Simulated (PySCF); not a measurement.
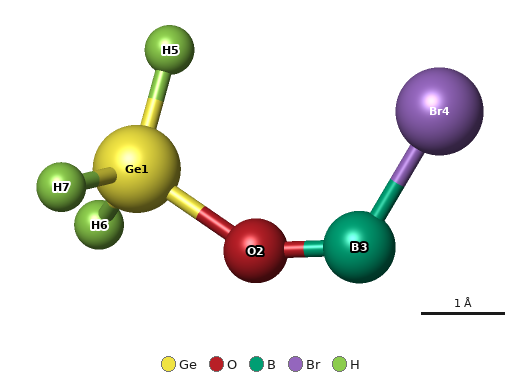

The structure (ball-and-stick view, seen at a tilt; atoms are numbered from 1 in the order of the input). Sticks mark near contacts. Bond lengths as drawn: B–Br 1.91 Å, B–O 1.30 Å, Ge–H 1.49 to 1.50 Å and Ge–O 1.80 Å.

Single-point calculation, with input and output: GeBH$_{3}$BrO

System: GeBH$_{3}$BrO, multiplicity 4.
Method: BP86/aug-cc-pVDZ, UKS (PySCF 2.14.0).

The geometry is that of the parent species in another charge or spin state. The geometry comes from this level: GFN2-xTB.

What the program printed:
```
WARN: HOMO -0.0860022188621974 >= LUMO -0.317480544913661

WARN: HOMO -0.0403149326836174 >= LUMO -0.0680228157979346

WARN: HOMO -0.0717185333869055 >= LUMO -0.307335175726605

WARN: HOMO -0.0805306848812877 >= LUMO -0.217669972943509

WARN: HOMO -0.0637398163590994 >= LUMO -0.272996678293438

WARN: HOMO -0.0569399436824991 >= LUMO -0.288358111041747

WARN: HOMO -0.0662611392100847 >= LUMO -0.296683878449926

WARN: HOMO -0.0672545483860389 >= LUMO -0.295942646794798

WARN: HOMO -0.0647974517268883 >= LUMO -0.294360814814295

WARN: HOMO -0.0636004762089231 >= LUMO -0.292511660583976

WARN: HOMO -0.0616876555928796 >= LUMO -0.29004992072069

WARN: HOMO -0.062066081872965 >= LUMO -0.289746988667735

WARN: HOMO -0.0625389141052501 >= LUMO -0.289403301961722

WARN: HOMO -0.0627707903831363 >= LUMO -0.289181239523641

WARN: HOMO -0.0639029527303898 >= LUMO -0.289744179638473

WARN: HOMO -0.0637695236328004 >= LUMO -0.28942426337575

WARN: HOMO -0.0636652590527174 >= LUMO -0.289345040352755

WARN: HOMO -0.063622119051574 >= LUMO -0.289345415918736

WARN: HOMO -0.0636007146933792 >= LUMO -0.289323255150751

WARN: HOMO -0.0635947578634881 >= LUMO -0.289325205325864

WARN: HOMO -0.0635878058574368 >= LUMO -0.289313590908698

WARN: HOMO -0.0635814764227862 >= LUMO -0.289307623964865

WARN: HOMO -0.0635797941728105 >= LUMO -0.289306165203636

WARN: HOMO -0.063578022965602 >= LUMO -0.289301130862478

WARN: HOMO -0.0635736934211555 >= LUMO -0.289295482854921

WARN: HOMO -0.06357495329401 >= LUMO -0.289296895078249

WARN: HOMO -0.0635747140700458 >= LUMO -0.289297024449219

converged SCF energy = -4753.32319789999  <S^2> = 3.7539124  2S+1 = 4.0019557
total energy: -4753.32319790 hartree
```

The run was set up as follows.

Input (job.py):
```python
from pyscf import gto, dft

molecule = gto.Mole()
molecule.atom = '''
Ge    -0.148010     1.004710    -0.009520
O      0.214360    -0.543490     0.832390
B      0.374580    -1.820280     0.675720
Br     0.218660    -2.689090    -1.023690
H     -0.581170     0.737550    -1.423810
H     -1.227360     1.566260     0.858950
H      1.148930     1.744340     0.089960
'''
molecule.spin = 3
molecule.max_memory = 1860
molecule.verbose = 3
molecule.basis = 'aug-cc-pvdz'
molecule.build()

myscf = dft.UKS(molecule)
myscf.xc = 'bp86'
myscf.conv_tol = 1e-10
myscf.grids.level = 4
myscf.kernel()
if not myscf.converged:
    myscf = myscf.newton().run(myscf.mo_coeff, myscf.mo_occ)

e_final = myscf.e_tot
print(f'total energy: {e_final:.8f} hartree')
```

Launch command:
```bash
OMP_NUM_THREADS=1 python job.py
```

Summary:

```csv
quantity,value
outcome,converged
total energy,−4753.323198 hartree
basis functions,145
⟨S²⟩,3.754
dipole moment,4.06 D
hardware,"1 thread of Arm Neoverse V1, 24 GiB of memory available, shared host"
wall time,1.9 min
peak memory,0.99 GiB
```
